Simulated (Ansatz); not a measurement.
NaYCl4: structures and their energies

9 relaxations of NaYCl4 ended in 8 distinct structures. The numbers are results of r2SCAN (plane waves to 500 eV, PAW, scalar-relativistic; Ansatz, a first-principles code), not measurements.

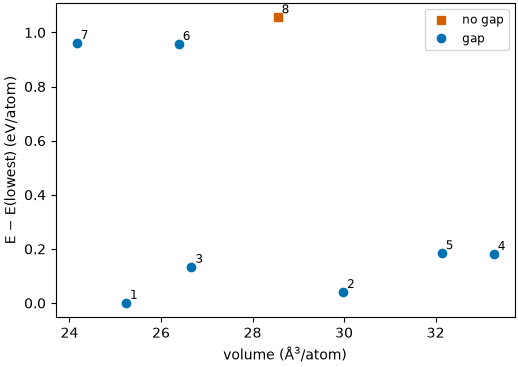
Fig. 1. Energy against volume of the distinct structures, numbered as in the table

| # | space group | Pearson | type | E − E(lowest) (eV/atom) | V (Å³/atom) | gap (eV, no SOC) | runs ending here | spin order |
|---|---|---|---|---|---|---|---|---|
| 1 | P-1 | aP12 | – | 0.000 | 25.23 | 5.02 | 1 | non-magnetic |
| 2 | I-4m2 | tI12 | – | 0.040 | 29.98 | 4.35 | 1 | non-magnetic |
| 3 | I4/mmm | tI12 | – | 0.133 | 26.66 | 3.64 | 2 | non-magnetic |
| 4 | I-4 | tI12 | – | 0.181 | 33.27 | 5.63 | 1 | non-magnetic |
| 5 | I4₁/amd | tI24 | AFLOW prototype A4BC_tI24_141_h_b_a (as in ZrSiO4) | 0.183 | 32.13 | 5.74 | 1 | non-magnetic |
| 6 | P6mm | hP6 | – | 0.957 | 26.39 | 0.87 | 1 | non-magnetic |
| 7 | P6/mmm | hP6 | – | 0.960 | 24.16 | 1.20 | 1 | non-magnetic |
| 8 | P6/mmm | hP6 | – | 1.06 | 28.55 | 0.00 | 1 | spin-polarised, with opposite induced moments |

P-1, aP12, non-magnetic is the lowest of the structures calculated here.

Space group P-1 (No. 2); a = 6.5837 Å, b = 6.7212 Å, c = 6.9718 Å, α = 89.48°, β = 87.85°, γ = 79.16°

```tsv
atom	site	symmetry	x	y	z
Na	2i	1	0.2263	0.1905	0.5403
Y	2i	1	0.7886	0.3003	0.0547
Cl	2i	1	0.6035	0.2093	0.3669
Cl	2i	1	0.0908	0.9986	0.2106
Cl	2i	1	0.0505	0.4990	0.2443
Cl	2i	1	0.5680	0.6882	0.1211
```

Probably no minimum, since a slightly shaken restart fell lower: I-4, tI12, non-magnetic (by 0.14 eV/atom, to I-4m2).  2 generated cells of layers, chains or molecules, poorly bound without dispersion, are left out. Each run could gain symmetry but not lose that of its start, so entries can be saddle points. From databases, or of a type measured for this composition: P-1, aP12, non-magnetic; the others are generated cells (placed on structure types, drawn at random, substituted or restacked) that were not matched to a known phase here. Each structure is listed in the lowest spin state found for it. Static energies at zero pressure. Spin states reached: non-magnetic, spin-polarised, with opposite induced moments; non-magnetic ones ran without spin or lost their moments; spin orders were not searched systematically. The d or f electrons are treated with no Hubbard U. Gaps of cells over 8 atoms come from the SCF mesh and high-symmetry points alone.
